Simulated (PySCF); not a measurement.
# GaC (quartet): what the fields show

```xyz
2

Ga    0.0000    0.0000   -0.2976
C     0.0000    0.0000    1.7094
```

The calculation used PBE0/def2-SVPD, non-relativistic Hamiltonian with scalar-relativistic core potentials where named, at a bond length of 2.007 Å (PySCF 2.14.0).

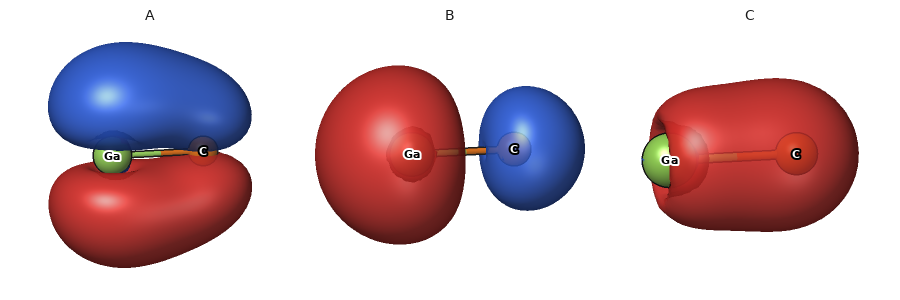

Figure 1. Three frontier β-spin orbitals, each drawn at the value that holds 80 % of its norm (red and blue are the two phases), in no order; of a degenerate pair one member is drawn.

**Name the orbitals and rank them from lowest to highest energy.**

Orbital C: σ, occupied in this spin, −13.46 eV; shared between the atoms (Ga 30 %, C 70 %).
Orbital B: σ, occupied in this spin, −8.10 eV; shared between the atoms (Ga 70 %, C 30 %).
Orbital A: π, empty in this spin, −2.59 eV; bonding, with no node between the atoms.

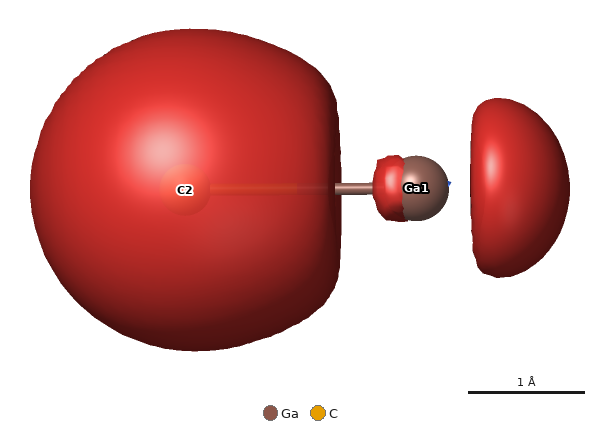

Figure 2. Isosurfaces of the spin density (α minus β) at +0.04 (red) and −0.04 e/Å³ (blue), seen from one side.

**Describe the spin distribution.**

The unpaired spin (3 electrons) lies mostly on C2 (about 2.3) and Ga1 (about 0.7), in electrons by Hirshfeld's partition.

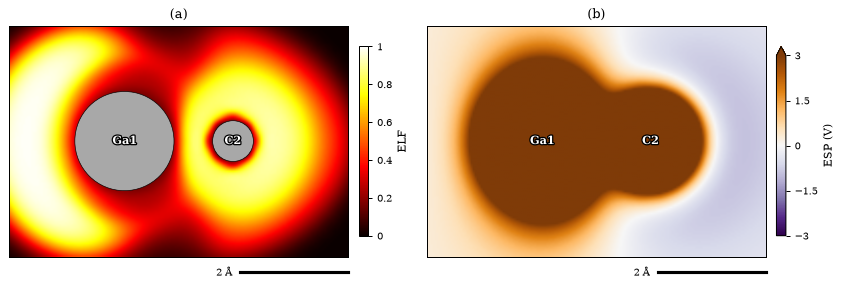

Figure 3. (a) ELF; (b) electrostatic potential on a plane that holds the molecular axis. Grey discs cover the atomic cores in the ELF map.

**What do the fields say about this system?**

- The section cuts through Ga and C sites.
- C–Ga (2.01 Å): the ELF peaks at about 0.85 in the valence shell of C, 0.7 Å from its nucleus, and is about 0.45 at the midpoint.
- The ELF also peaks beside C2, away from the bonds: non-bonding electrons, paired or unpaired.
- Outside the dense part of the molecule the potential is most negative (−0.9 V) near C2.
